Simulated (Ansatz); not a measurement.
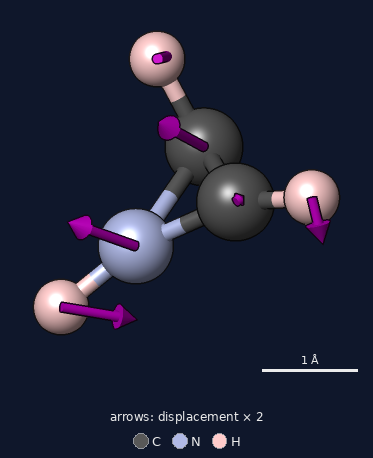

This is a relaxation of C$_{2}$H$_{3}$N. The starting structure is drawn; purple arrows show the displacements, 2 times their true length. The two geometries are superimposed by the best rigid fit.

The picture is a ball-and-stick view, seen at a tilt.

It is one of the separated reactants of a reaction.

Level of theory: RKS PBE-D4/def2-SVP (Ansatz 0.2.0).

The input:
```yaml
crystal:
  periodic: [false, false, false]
  atoms:
    - {symbol: C, position_ang: [0.072017, 0.320040, 0.944481]}
    - {symbol: C, position_ang: [0.464634, 0.293289, -0.505449]}
    - {symbol: N, position_ang: [-0.672296, -0.209029, -0.248530]}
    - {symbol: H, position_ang: [-1.596652, -0.585800, -0.458316]}
    - {symbol: H, position_ang: [1.254276, 0.675535, -1.124638]}
    - {symbol: H, position_ang: [0.542826, -0.502206, 1.419719]}
basis:
  gaussian: {orbitals: def2-SVP}
hamiltonian: {xc: pbe, dispersion: d4}
relax: {f_tol: 0.03, max_steps: 250}
```

Launched with:
```bash
ansatz run in.yaml --threads 2 --pin off --events-out ev --progress --plain --max-ram 4352MiB
```

Describe the change and its energy.

Over 12 accepted moves (14 points after the start) the energy falls by 46.9 kcal/mol. Largest force component: 4.1 eV/Å at the start, 0.017 eV/Å at the end. The line search rejected the trial steps at points 9, 11 of the run. The atom that moves furthest after the best rigid fit is N3 (0.50 Å). By element the largest moves are N 0.50 Å, C 0.50 Å, H 0.47 Å. Some distances before and after: C2–N3 1.269 → 1.520 Å, C1–C2 1.502 → 1.291 Å, C1–H6 1.060 → 1.093 Å, N3–H4 1.020 → 1.044 Å. Among the angles between lasting bonds that change: C2–N3–H4 156.4° → 106.3°, C2–C1–H6 107.6° → 156.3°, C1–N3–H4 137.9° → 106.3°.
